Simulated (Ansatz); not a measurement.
# BH2SCl (SMILES SBCl): CCSDT(Q)/STO-3G

What is the electronic atomisation energy of BH2SCl at CCSDT(Q)/STO-3G? 

The results are computed with Ansatz 0.2.0.

61 further runs of the same task are left out: 1 that didn't finish, 60 set aside as unsound or not needed.

**1. The structure to begin with**

BH2SCl has 5 atoms, charge 0, and is taken as a singlet. As SMILES, `SBCl`. The shape is that of a PBE0-D4/def2-TZVP optimisation. This is one conformer, not always the lowest.

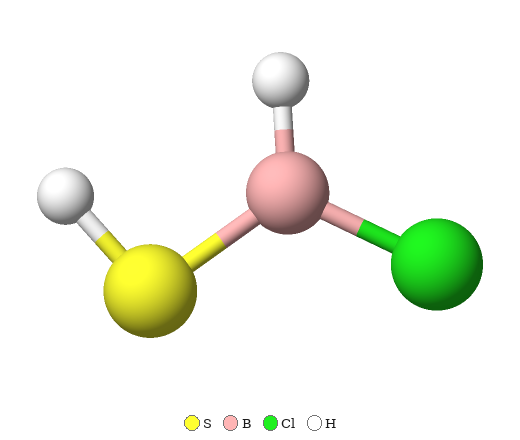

Viewed from a chosen angle; sulfur yellow, boron pink, chlorine green, hydrogen white.

**2. A single-point energy at CCSDT(Q)/STO-3G**

File run.yaml:

```yaml
crystal:
  periodic: [false, false, false]
  atoms:
    - {symbol: S, position_ang: [-1.294500, -0.008800, -0.323500]}
    - {symbol: B, position_ang: [0.402900, -0.217800, 0.164700]}
    - {symbol: Cl, position_ang: [0.888700, -1.738900, 0.868900]}
    - {symbol: H, position_ang: [-1.157600, 1.248200, -0.777100]}
    - {symbol: H, position_ang: [1.210400, 0.643400, 0.025700]}
basis:
  gaussian: {orbitals: STO-3G}
correlation: {method: ccsdt_q, frozen_orbitals: {B: 1, Cl: 5, H: 0, S: 5}}
accuracy: high
scf: {omitted_lower_state_checks: [cluster_reference, increment]}
```

On the command line:

```
ansatz run run.yaml --threads 1 --pin off --max-ram 2610MiB --events-out events.jsonl --progress --plain --runs-dir runs
```

The program printed, cut to the lines that bear on the results:

```text
Warning: RAYON_NUM_THREADS=1 ignored (pool sized by the plan → 1); use --threads N
Functional definition: HF
  name "HF"
[...]
450 factors; integrals over basis functions are off by at most 2.0e-8 eV
[...]
mean field -23765.22755300 eV, -873.3560039230 hartree, gradient 9.7e-8 eV, S^2 0.000000; 0 other end points of the search recorded, 0 dependent functions left out
11 core orbitals not correlated: weight in the atoms' cores, before any rotation towards them, 1.000 or more for the frozen orbitals, at most 0.000 for the correlated occupied ones
reference -23765.22755300 eV, -873.3560039230 hartree; 9, 9 occupied and 5, 5 virtual orbitals, 450 factors
second order -2.03750500 eV of doubles, -0.00000000 eV of singles
cycle   1  -2.37498251 eV  change   -3.4e-1 eV  update   8.4e-2
[...]
cycle  22  -2.73523140 eV  change   -1.7e-9 eV  update  6.7e-10
perturbative correction 0.00280071 eV, 0.0001029240 hartree
Total energy: -23767.95998369 eV, -873.4564188987 hartree
Checks for a lower state left out: cluster_reference, increment
```

Wall time 0.54 s (1 thread of Arm Neoverse V1, shared host).

**3. The B atom, same level**

File job.yaml:

```yaml
crystal:
  periodic: [false, false, false]
  atoms:
    - {symbol: B, position_ang: [0.000000, 0.000000, 0.000000]}
basis:
  gaussian:
    orbitals: STO-3G
correlation:
  method: ccsdt_q
  frozen_orbitals: {B: 1}
magnetization:
  spin_polarized: true
  initial_magnetization: 1
scf:
  omitted_lower_state_checks: [cluster_reference, increment]
accuracy: high
```

Run the same way, it converges to -24.18899 Eh (log not shown).

**4. The Cl atom, same level**

File job.yaml:

```yaml
crystal:
  periodic: [false, false, false]
  atoms:
    - {symbol: Cl, position_ang: [0.000000, 0.000000, 0.000000]}
basis:
  gaussian:
    orbitals: STO-3G
magnetization:
  spin_polarized: true
  initial_magnetization: 1
correlation:
  method: ccsdt_q
  frozen_orbitals: {Cl: 5}
accuracy: high
scf:
  omitted_lower_state_checks: [cluster_reference, increment]
```

Run the same way, it converges to -454.54219 Eh (log not shown).

**5. The H atom: the energy at UHF/STO-3G**

File job.yaml:

```yaml
crystal:
  periodic: [false, false, false]
  atoms:
    - {symbol: H, position_ang: [0.000000, 0.000000, 0.000000]}
basis:
  gaussian:
    orbitals: STO-3G
magnetization:
  spin_polarized: true
  initial_magnetization: 1
hamiltonian:
  xc: hf
accuracy: high
```

On the command line:

```
ansatz run job.yaml --threads 1 --pin off --max-ram 2610MiB --events-out events.jsonl --progress --plain --runs-dir runs
```

The program printed:

```text
Warning: RAYON_NUM_THREADS=1 ignored (pool sized by the plan → 1); use --threads N
Functional definition: HF
  name "HF"
  exchange = exact_x
  correlation = 0
1 factors; integrals over basis functions are off by at most 4.6e-10 eV
mean field evaluation 1: about -12.6963 eV, gradient 0.0e0 eV
mean field evaluation 2: about -12.6963 eV, gradient 0.0e0 eV
mean field -12.69633895 eV, -0.4665818504 hartree, gradient 0.0e0 eV, S^2 0.750000; 0 other end points of the search recorded, 0 dependent functions left out
reference -12.69633895 eV, -0.4665818504 hartree; 1, 0 occupied and 0, 1 virtual orbitals, 1 factors
Total energy: -12.69633895 eV, -0.4665818504 hartree
```

Run time: 0.04 s. Hardware: 1 thread of Arm Neoverse V1, shared host.

**6. The S atom, same level**

File in.yaml:

```yaml
crystal:
  periodic: [false, false, false]
  atoms:
    - {symbol: S, position_ang: [0.000000, 0.000000, 0.000000]}
basis:
  gaussian:
    orbitals: STO-3G
magnetization:
  spin_polarized: true
  initial_magnetization: 2
correlation:
  method: ccsdt_q
  frozen_orbitals: {S: 5}
accuracy: high
scf:
  omitted_lower_state_checks: [cluster_reference, increment]
```

Run the same way, it converges to -393.13022 Eh (log not shown).

**7. Outcome**

Level: CCSDT(Q)/STO-3G, 11 core orbitals frozen.

| quantity | value |
| --- | --- |
| molecule: total energy | -873.45642 Eh |
| molecule: correlation energy (11 core orbitals frozen) | -100.4 mEh |
| molecule: T1 diagnostic | 0.017 |
| B atom: total energy | -24.18899 Eh |
| B atom: correlation energy (1 core orbital frozen) | -40.0 mEh |
| B atom: ⟨S²⟩ of the reference determinant | 0.750 |
| B atom: T1 diagnostic | 0.000 |
| Cl atom: total energy | -454.54219 Eh |
| Cl atom: correlation energy (5 core orbitals frozen) | 0.0 mEh |
| Cl atom: ⟨S²⟩ of the reference determinant | 0.750 |
| Cl atom: T1 diagnostic | 0.000 |
| H atom: total energy | -0.46658 Eh |
| H atom: ⟨S²⟩ | 0.750 |
| S atom: total energy | -393.13022 Eh |
| S atom: correlation energy (5 core orbitals frozen) | 0.0 mEh |
| S atom: ⟨S²⟩ of the reference determinant | 2.000 |
| S atom: T1 diagnostic | 0.000 |
| electronic atomisation energy | 18.010 eV |

In words: Taking the molecule apart into free atoms costs 18.01 eV (1738 kJ/mol), before zero-point energy and without spin-orbit coupling. In a minimal basis such a difference can be off by several eV, whatever the method.
